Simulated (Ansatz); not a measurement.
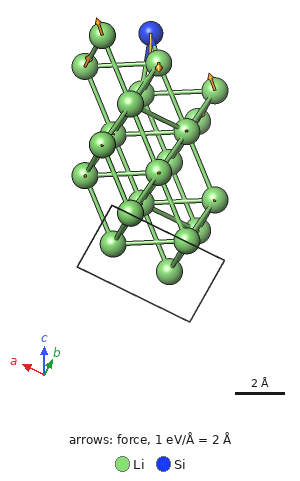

Starting geometry of a slab of composition Li₁₆Si with the computed forces as orange arrows. Style: ball-and-stick. Shown: the cell of the calculation, outlined in the plane, without the vacuum (origin shifted), from a free direction.

It is Si on Li(110), set down by a guess. The run prepares an end point of a later path (adatom hop) calculation, from a guessed geometry. 4 atoms are held fixed.

Level of theory: DFT PBE, scalar-relativistic, plane waves, PAW (Ansatz). Set-up: plane-wave cutoff 420 eV; k-point mesh 3 × 3 × 1; occupations gaussian; smearing width 0.05 eV; no spin polarisation; atoms relaxed in a fixed cell; force threshold 0.03 eV/Å; at most 60 steps.

Is this structure relaxed? If not, where do the atoms go?

It isn't relaxed: the largest force vector, on the Si atom, is 0.67 eV/Å. The final displacements follow the starting forces only in part (cosine between the two patterns 0.52). The largest move is that of the Si atom, 3.19 Å at 26° to the normal (−c side). By element the largest moves are Si 3.19 Å, Li 1.64 Å. The lattice vectors keep their values. Some distances before and after: Li–Si 5.925 → 2.791 Å, Li–Si 5.362 → 2.674 Å, Li–Si 5.037 → 2.716 Å, Li–Si 4.731 → 2.694 Å. Among the angles between lasting bonds that change: Li–Li–Li 109.5° → 77.3°, Li–Li–Li 109.5° → 140.5°, Li–Li–Li 70.5° → 100.3°. After 31 accepted moves (32 points after the start) the energy has fallen by 2.678 eV per cell of the calculation. The largest force component goes from 0.66 to 0.012 eV/Å. 1 step only repeated the SCF at the same geometry. The forces were under the threshold at step 26, but the run went on from there.

Limits of the set-up: the periodic images lie only 6.0 Å apart, so the values are limited by the cell's size.
